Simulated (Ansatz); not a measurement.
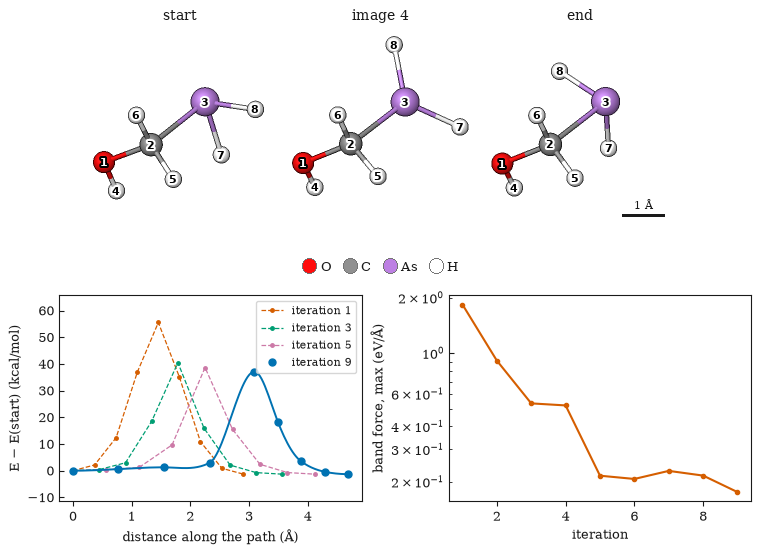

A nudged-elastic-band calculation for CH5AsO. Images are numbered from 0 (start) to 8 (end). The plot follows the band through its iterations. Style: ball-and-stick. Shown from a free direction.

Method: RKS revPBE-D4/def2-SVP in Ansatz.

Input file:
```yaml
crystal:
  periodic: [false, false, false]
  atoms:
    - { symbol: O, position_ang: [-1.444952, 0.673073, -0.434923] }
    - { symbol: C, position_ang: [-0.151281, 0.660198, 0.130093] }
    - { symbol: As, position_ang: [1.051964, -0.681993, -0.820714] }
    - { symbol: H, position_ang: [-1.866808, -0.176927, -0.208988] }
    - { symbol: H, position_ang: [-0.145368, 0.4607, 1.226074] }
    - { symbol: H, position_ang: [0.293258, 1.662492, -0.036485] }
    - { symbol: H, position_ang: [0.271851, -1.885651, -0.239869] }
    - { symbol: H, position_ang: [2.083436, -0.769091, 0.329113] }
basis:
  gaussian: { orbitals: def2-SVP }
hamiltonian:
  xc: revpbe
  dispersion: d4
neb:
  order_check: false
  images: 7
  f_tol: 0.2
  max_iterations: 52
  initial_path: idpp
  final_atoms:
    - { symbol: O, position_ang: [-1.12824893, 0.60428299, -0.63791658] }
    - { symbol: C, position_ang: [-0.12947008, 0.66679769, 0.35125409] }
    - { symbol: As, position_ang: [1.33420836, -0.73501041, 0.24585754] }
    - { symbol: H, position_ang: [-1.54637449, -0.27406486, -0.57100513] }
    - { symbol: H, position_ang: [-0.52681452, 0.60821246, 1.3944716] }
    - { symbol: H, position_ang: [0.37663964, 1.64902503, 0.24998781] }
    - { symbol: H, position_ang: [0.31693843, -1.89881379, 0.20466676] }
    - { symbol: H, position_ang: [1.39522159, -0.67762811, -1.29301508] }
```

Command:
```bash
ansatz run input.yaml --threads 1 --pin off --max-ram 2048MiB --backend cpu --events-out ev --progress --plain --runs-dir out
```

Question: Did the band converge, and can the barrier be trusted?

Answer: The run is converged, with reservations. The band converged in 9 iterations. The largest component of the band force went from 1.8 to 0.18 eV/Å. The climbing image converged on the top of the path. Its curvatures weren't checked. The force threshold is loose. The first iteration put the highest image at 55.5 kcal/mol. The highest point, image 4, lies 37.1 kcal/mol above the start and 38.4 kcal/mol above the end; the end is at −1.3 kcal/mol relative to the start.

The run took 3.2 min on 1 thread of Intel(R) Xeon(R) Platinum 8488C (Sapphire Rapids) (shared host), peak memory 0.26 GiB.
